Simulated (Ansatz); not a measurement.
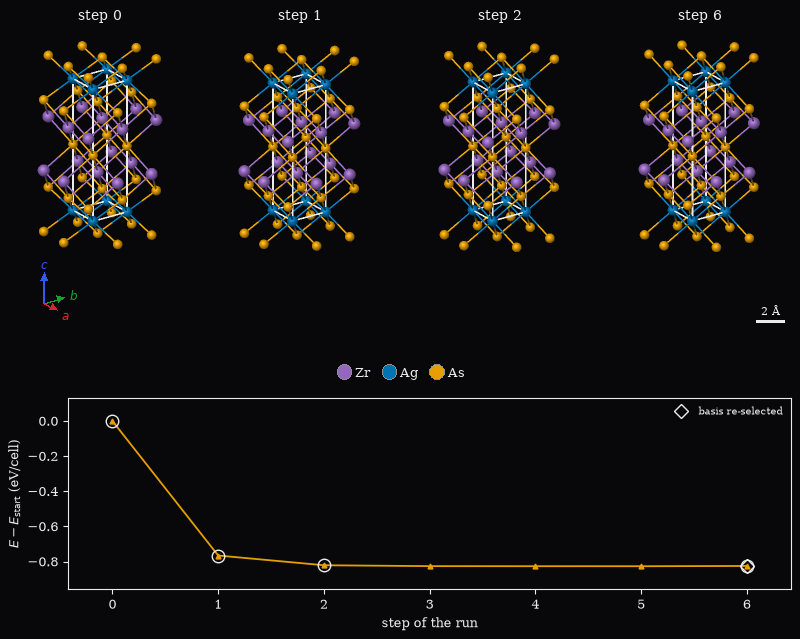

Frames of a relaxation of a crystal of Zr$_{2}$AgAs$_{3}$ (built on the K2NaCl3-164 type type), marked on the history of the run. The picture is a ball-and-stick view of the cell of the calculation, seen slightly off an axis.

Level of theory: DFT, PBEsol, plane waves, PAW in Ansatz 0.2.0.

Input
```yaml
crystal:
  lattice:
    - [3.93980966, 0.0, 0.0]
    - [-1.96990483, 3.41197525, 0.0]
    - [0.0, 0.0, 9.74419994]
  atoms:
    - { symbol: Zr, position: [0.33333333, 0.66666667, 0.67902339] }
    - { symbol: Zr, position: [0.66666667, 0.33333333, 0.32097661] }
    - { symbol: Ag, position: [0.0, 0.0, 0.0] }
    - { symbol: As, position: [0.33333333, 0.66666667, 0.1429916] }
    - { symbol: As, position: [0.66666667, 0.33333333, 0.8570084] }
    - { symbol: As, position: [0.0, 0.0, 0.5] }
kpoints:
  mp_grid: { grid: [6, 6, 2] }
hamiltonian:
  xc: pbesol
scf:
  occupations: { method: fermi_dirac, width: 0.03 }
relax:
  f_tol: 0.01
  cell: {}
  max_steps: 120
output:
  write_density: true
  write_potential: true
  elf: true
  volumetric_format: npy
```

Launched with:
```bash
ansatz run input.yaml --threads 2 --pin off --max-ram 29491MiB --backend cpu --events-out ev --progress --plain --runs-dir out
```

Describe the path.

The largest moves relative to the cell, 0.28 Å, are those of As4 and As5. As5 goes along −c. By element the largest moves are As 0.28 Å, Zr 0.12 Å. Ag stays in place. Cell: a = b 3.940 → 3.826 Å (−2.9 %), c 9.744 → 9.578 Å (−1.7 %). Volume −7.3 %. Among the contacts that change: Zr1–As5 2.860 → 2.701 Å, Zr1–As6 2.867 → 2.722 Å, Ag3–As4 2.667 → 2.754 Å. Among the angles between lasting bonds that change: Ag3–As5–Ag3 95.2° → 88.0°, As4–Ag3–As4 95.2° → 88.0°, As4–Ag3–As5 84.8° → 92.0°. The space group stays P-3m1 (No. 164). Over 5 accepted moves (6 points after the start) the energy falls by 0.825 eV per cell of the calculation. Largest force component: 1.9 eV/Å at the start, 0.0051 eV/Å at the end. Pressure: −7.99 GPa at the start and 0.01 GPa at the end. The SCF was repeated once at an unchanged geometry on a basis and grid sized afresh for the cell, which shifted the energy by 1.5 meV per cell of the calculation at most. The run took 14 s on 2 threads of AMD EPYC 7R13 Processor (Zen 3), with other jobs on the host, peak memory 0.65 GiB. From step 0 to 1: As atoms move most (0.19 Å), volume −8.0 %, energy −0.766 eV per cell of the calculation. From step 1 to 2: As atoms move most (0.09 Å), volume +1.0 %, energy −55.4 meV per cell of the calculation. From step 2 to 6: volume −0.3 %, energy −4.1 meV per cell of the calculation.
